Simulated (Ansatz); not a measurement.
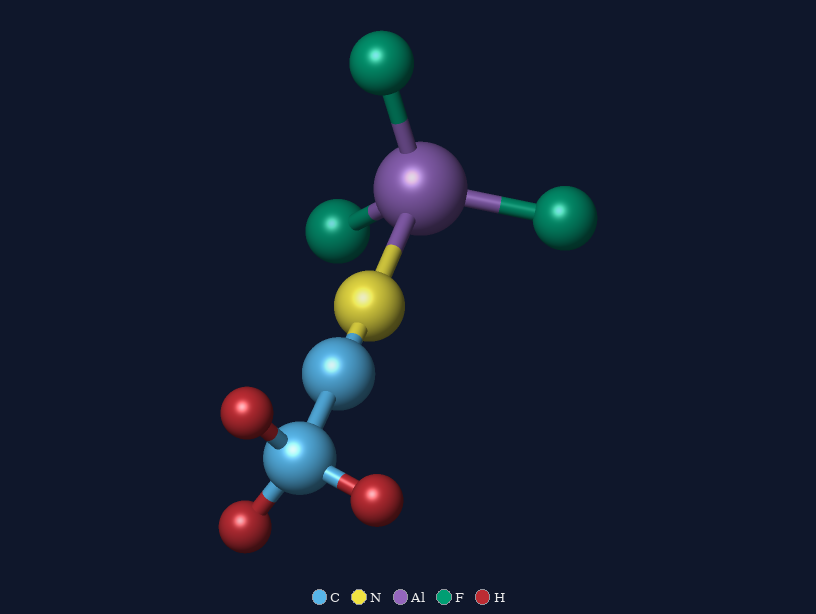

The computed structure is the end point of a PBE-D4/def2-SVP optimisation. No frequency run is at hand to confirm it as a minimum. Level of theory: RKS PBE-D4/def2-SVP (Ansatz 0.2.0).

What does the calculation give?

The species is C₂H₃AlF₃N (`CC#[N+][Al-]([F])([F])[F]`).
- dipole moment: 9.60 D
- dispersion correction: −17.4 kJ/mol
